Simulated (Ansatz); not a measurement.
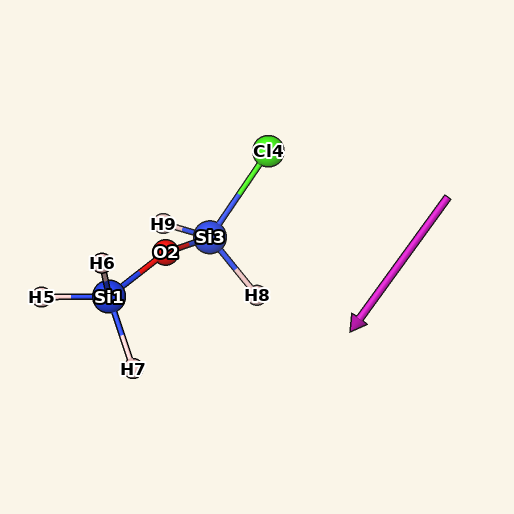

The arrow beside the molecule shows the direction of the dipole moment, from the negative to the positive end (its length means nothing). The geometry was computed by an optimisation with PBE-D4/def2-SVP. No frequency run is at hand to confirm it as a minimum. Level of theory: RKS PBE-D4/def2-SVP (Ansatz 0.2.0).

**Estimate the dipole moment.**

1.61 D; it points from the side of Cl4 to the side of H5, H7 (the outermost atoms at the two ends).
